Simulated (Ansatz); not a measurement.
A series of calculations on WH$_{5}$Cl$_{2}$F

### Relaxation

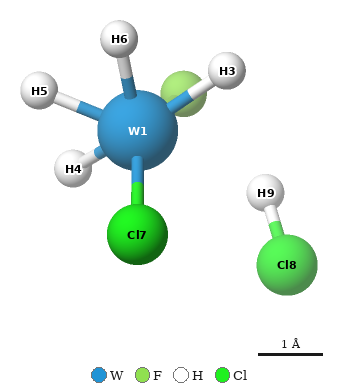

This is the input geometry for a relaxation of WH5Cl2F. A ball-and-stick model, seen from a free direction.

The run prepares an end point of a later path (reaction) calculation, from a guessed geometry.

Computed with RKS PBE/def2-SVP (Ansatz 0.2.0).

The input:
```yaml
crystal:
  periodic: [false, false, false]
  atoms:
    - { symbol: W, position_ang: [-0.037284, -0.059381, -0.120359] }
    - { symbol: F, position_ang: [0.197496, 0.177568, 1.734708] }
    - { symbol: H, position_ang: [1.197542, -1.170494, 0.401703] }
    - { symbol: H, position_ang: [-1.159278, 1.161334, 0.388087] }
    - { symbol: H, position_ang: [-1.681627, -0.441693, -0.192928] }
    - { symbol: H, position_ang: [-0.444163, -1.694202, -0.23909] }
    - { symbol: Cl, position_ang: [0.611548, 0.639611, -2.142488] }
    - { symbol: Cl, position_ang: [2.32282, 2.410126, 0.972456] }
    - { symbol: H, position_ang: [1.634946, 1.729431, 1.895711] }
basis:
  gaussian: { orbitals: def2-SVP }
hamiltonian:
  xc: pbe
relax:
  f_tol: 0.03
  max_steps: 50
output:
  orbitals: {}
```

Launched with:
```bash
ansatz run input.yaml --threads 2 --pin off --max-ram 3072MiB --backend cpu --events-out ev --progress --plain --runs-dir out
```

Predict the outcome.

Cl8 moves most after the best rigid fit: 0.50 Å. By element the largest moves are Cl 0.50 Å, H 0.28 Å, W 0.16 Å, F 0.15 Å. Near-neighbour distances that change, for instance: W1–Cl8 3.586 → 2.935 Å, W1–H9 3.172 → 2.765 Å, W1–F2 1.885 → 1.970 Å, W1–H3 1.741 → 1.714 Å. New bonds form, among them: W1–Cl8 (3.59 → 2.94 Å). Among the angles between lasting bonds that change: F2–W1–Cl7 144.6° → 153.4°, H4–W1–Cl7 103.5° → 107.9°, H5–W1–Cl7 108.3° → 103.9°. The energy falls by 0.148 eV in 8 geometry steps. Largest force component: 1 eV/Å at the start, 0.0098 eV/Å at the end.

Final geometry:

```xyz
9

W     0.0611    0.0664   -0.0821
F     0.1828    0.1845    1.8809
H     1.2325   -1.0477    0.4886
H    -1.0785    1.2093    0.4961
H    -1.5617   -0.3686   -0.2207
H    -0.3361   -1.5658   -0.2249
Cl    0.6392    0.6624   -2.1678
Cl    2.0265    2.0877    0.7341
H     1.4761    1.5241    1.7936
```

After the run, drawn alike:

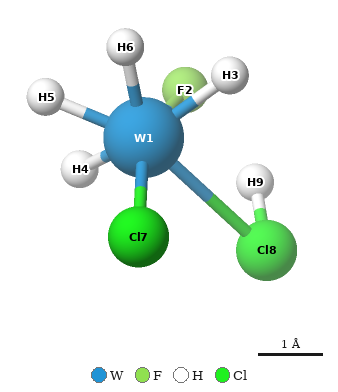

### Relaxation

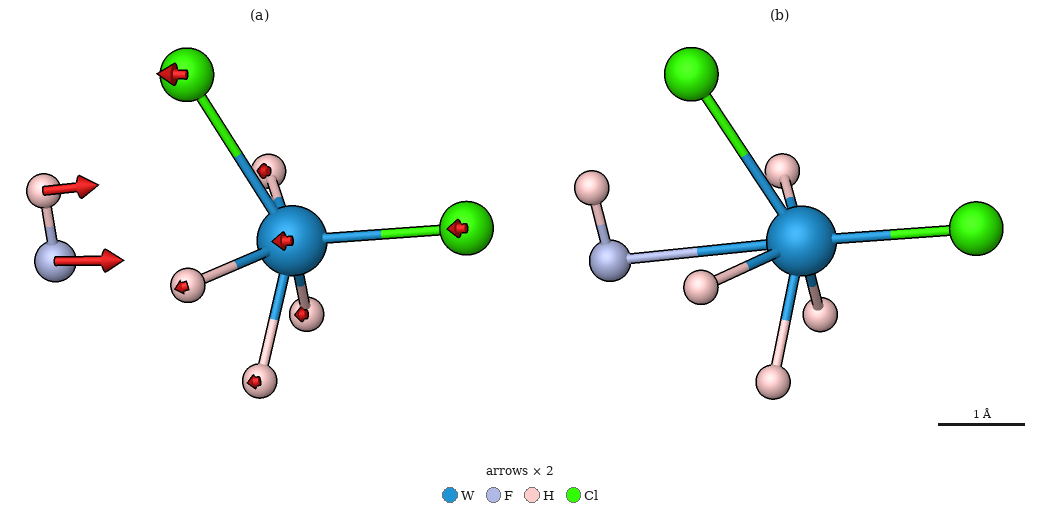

The structure of WH5Cl2F before (left) and after (right) a relaxation, at one scale. The red arrows give the displacements, 2 times their true length.

The picture is a ball-and-stick view, seen at a tilt.

The run prepares an end point of a later path (reaction) calculation, from a guessed geometry.

Computed with RKS PBE/def2-SVP (Ansatz).

Input file:
```yaml
crystal:
  periodic: [false, false, false]
  atoms:
    - { symbol: W, position_ang: [0.234213, 0.246008, -0.475754] }
    - { symbol: F, position_ang: [0.194607, 0.212778, 2.562604] }
    - { symbol: H, position_ang: [1.440018, -0.633349, 0.29301] }
    - { symbol: H, position_ang: [-0.671557, 1.439767, 0.28064] }
    - { symbol: H, position_ang: [-1.35261, -0.132274, -0.020581] }
    - { symbol: H, position_ang: [-0.119005, -1.34494, -0.015474] }
    - { symbol: Cl, position_ang: [0.243042, 0.245101, -2.708556] }
    - { symbol: Cl, position_ang: [1.816271, 1.852331, 0.30705] }
    - { symbol: H, position_ang: [0.857022, 0.866878, 2.474861] }
basis:
  gaussian: { orbitals: def2-SVP }
hamiltonian:
  xc: pbe
relax:
  f_tol: 0.03
  max_steps: 50
```

Run as
```bash
ansatz run input.yaml --threads 2 --pin off --max-ram 3072MiB --backend cpu --events-out ev --progress --plain --runs-dir out
```

> Describe what moved and what it gained.

After 7 geometry steps the energy has fallen by 4.63 kcal/mol. The largest force component goes from 0.35 to 0.018 eV/Å. The largest move after the best rigid fit is that of F2, 0.44 Å. By element the largest moves are F 0.44 Å, H 0.36 Å, Cl 0.19 Å, W 0.13 Å. Among the contacts that change: W1–F2 3.039 → 2.468 Å, W1–H9 3.079 → 2.615 Å, W1–Cl8 2.387 → 2.422 Å, F2–H9 0.935 → 0.964 Å. New bonds form, among them: W1–F2 (3.04 → 2.47 Å). Bond angles that change, for instance: H3–W1–H4 123.6° → 127.5°.

Limits of the set-up: the start holds two separate molecules, 2.6 Å apart at their closest, whose relative position is a soft coordinate and is computed without a dispersion correction.

### Path

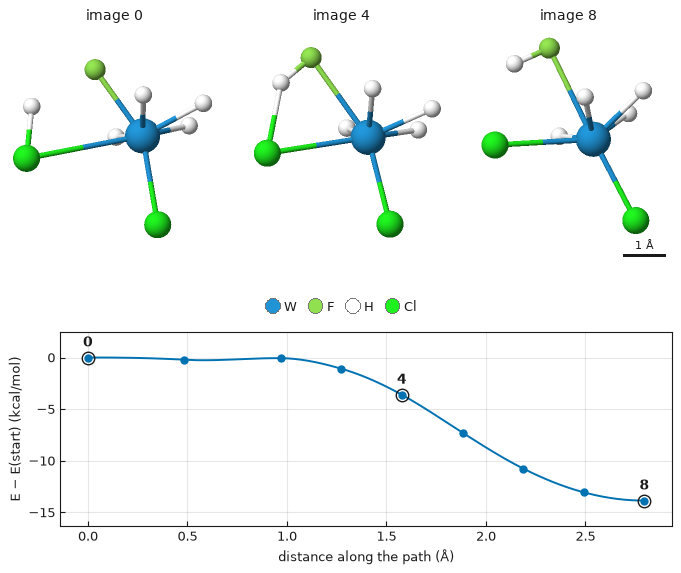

NEB run on WH₅Cl₂F. Images are numbered from 0 (start) to 8 (end). Style: ball-and-stick. Shown at a tilt.

Method: RKS PBE/def2-SVP (Ansatz 0.2.0). Settings: 7 movable images; climbing image; force threshold 0.03 eV/Å; iteration limit 60; starting path through a guess of the saddle point.

### Describe the mechanism and the energy profile.

A hydrogen atom shifts from one atom to another. Breaking: Cl–H (1.32 → 2.13 Å). Forming: F–H (1.86 → 0.96 Å). No barrier shows: the energy is highest at the start, and the end lies 13.9 kcal/mol below the start. The band converged in 23 iterations. The largest component of the band force went from 7.2 to 0.03 eV/Å.
